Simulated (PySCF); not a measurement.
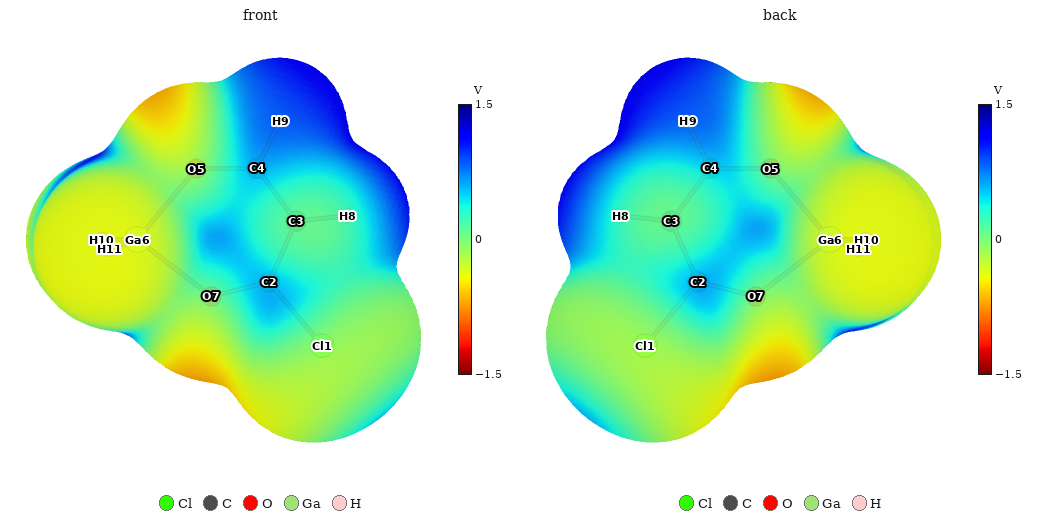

C3H4ClGaO2 (SMILES ClC1=CC=[O+][GaH2-][O]1). The electrostatic potential painted on the density surface at 0.001 e/bohr³, seen from the front and from behind; the colour scale runs from red (negative) to blue (positive).

Geometry: GFN2-xTB.

All numbers below come from PySCF, wB97X-D/def2-SVPD, SCF density, gas phase.

```xyz
11

Cl    2.5111   -1.7872   -0.1547
C     1.0861   -0.7967   -0.0677
C     1.2756    0.5795   -0.1412
C     0.1847    1.4300   -0.0784
O    -1.0293    1.0858    0.0446
Ga   -1.8086   -0.6772    0.1889
O     0.0051   -1.4104    0.0542
H     2.2689    0.9780   -0.2464
H     0.3768    2.5084   -0.1401
H    -2.5573   -1.0104   -1.1082
H    -2.3078   -0.8973    1.6230
```

Which sites attract a positive test charge, and which a negative one?

A positive charge is drawn to the negative regions and a negative charge to the positive ones. The most negative region (about −0.7 V, or −16 kcal/mol for a unit charge) lies over O5 and O7, the most positive (about +1.2 V, or +28 kcal/mol for a unit charge) over C3, C4 and H9. Cl1 shows a σ-hole: about +0.5 V, or +12 kcal/mol for a unit charge at the tip opposite its bond, against about −0.2 V on its flanks.

How polar is the molecule by this calculation?

Its dipole moment is 2.41 D.
